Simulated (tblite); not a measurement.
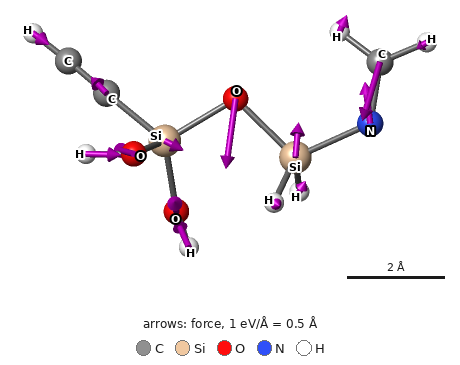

Starting geometry of C3H7NO3Si2 with the computed forces as purple arrows. The picture is a ball-and-stick view, seen at a tilt.

All numbers below come from GFN2-xTB geometry optimisation, gas phase in tblite 0.8.0. 

Question: What follows when this structure is relaxed?

Answer: It isn't relaxed: the largest force vector, on an O atom, is 2.97 eV/Å. The final displacements follow the starting forces only in part (cosine between the two patterns 0.33). After 167 geometry steps the energy has fallen by 139.2 kJ/mol. The largest move after the best rigid fit is that of an H atom, 2.10 Å. Largest moves by element: H 2.10 Å, O 1.79 Å, C 1.50 Å, N 0.86 Å, Si 0.62 Å. Near-neighbour distances that change, for instance: Si–Si 2.738 → 3.114 Å, O–Si 1.743 → 1.628 Å, O–Si 1.721 → 1.627 Å, O–Si 1.707 → 1.621 Å. Among the angles between lasting bonds that change: Si–O–Si 104.9° → 147.4°, Si–O–H 107.5° → 118.6°, H–Si–H 107.8° → 117.4°. Groups turn about O–Si by about 140°, O–Si by about 140°, O–Si by about 125°.
